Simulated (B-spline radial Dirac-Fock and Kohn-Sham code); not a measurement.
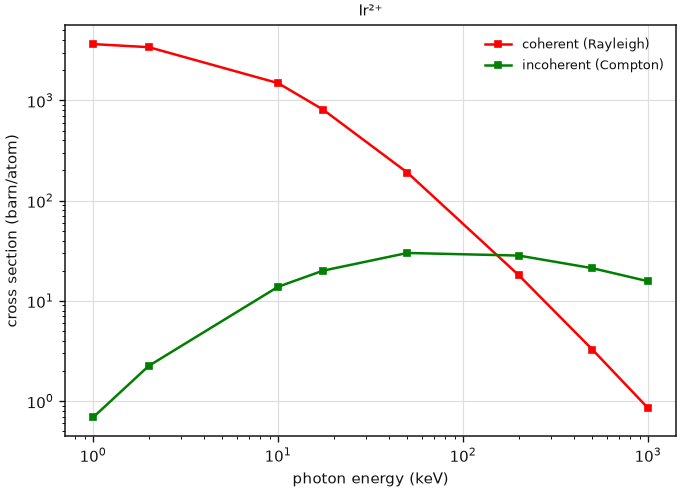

Coherent and incoherent photon scattering cross sections against photon energy, computed at the marked points and joined by straight lines. System: iridium in charge state +2 (Ir²⁺) in the configuration [Xe] 4f14 5d7, inside a Watson sphere of charge −2 and radius 2.4 Å that stands in for a crystal. The calculation used Thomson × f² and Klein–Nishina × S on Dirac–Fock densities, without anomalous dispersion (a B-spline radial atomic code).

What are the two cross sections at 1.000 MeV?

Answer. Coherent 0.851 b, incoherent 15.7 b.

Where does Compton scattering overtake Rayleigh scattering?

Answer. Between 50.0 keV and 200 keV.
